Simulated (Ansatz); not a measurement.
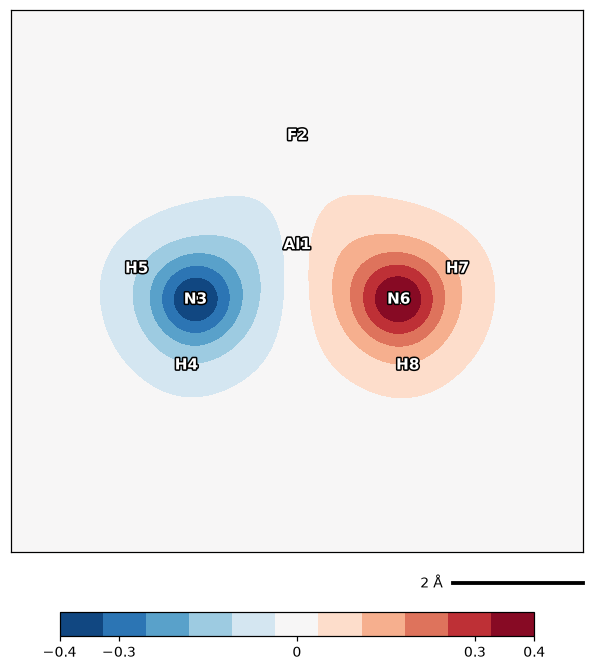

*AlFH4N2. The HOMO on a plane 0.8 Å above the molecular plane (values in Å⁻³ᐟ²; the overall sign is arbitrary).*

The calculation used RKS BLYP-D4/def2-SVP in Ansatz.

Input

```
crystal:
  periodic: [false, false, false]
  atoms:
    - { symbol: Al, position_ang: [0.0, 0.0, 0.0] }
    - { symbol: F, position_ang: [0.0, 0.0, 1.69] }
    - { symbol: "N", position_ang: [1.6627, 0.0, -0.96] }
    - { symbol: H, position_ang: [2.1293, -0.9179, -1.2118] }
    - { symbol: H, position_ang: [2.1141, 0.9179, -1.2382] }
    - { symbol: "N", position_ang: [-1.6627, 0.0, -0.96] }
    - { symbol: H, position_ang: [-2.3316, -0.8164, -0.8614] }
    - { symbol: H, position_ang: [-1.9118, 0.8164, -1.5886] }
basis:
  gaussian: { orbitals: def2-SVP }
hamiltonian:
  xc: blyp
  dispersion: d4
relax:
  f_tol: 0.02
  max_steps: 40
output:
  orbitals: {}
```

Command:

```sh
ansatz run input.yaml --threads 1 --pin off --max-ram 2048MiB --backend cpu --events-out ev --progress --plain --runs-dir out
```

The fields are those of the run's last geometry, not of the input's.

Describe this orbital and give its energy.

Its weight (Hirshfeld) is mainly on N3 (about 40 %) and N6 (about 40 %); it changes sign across the molecular plane (π type). Its energy is −5.15 eV.
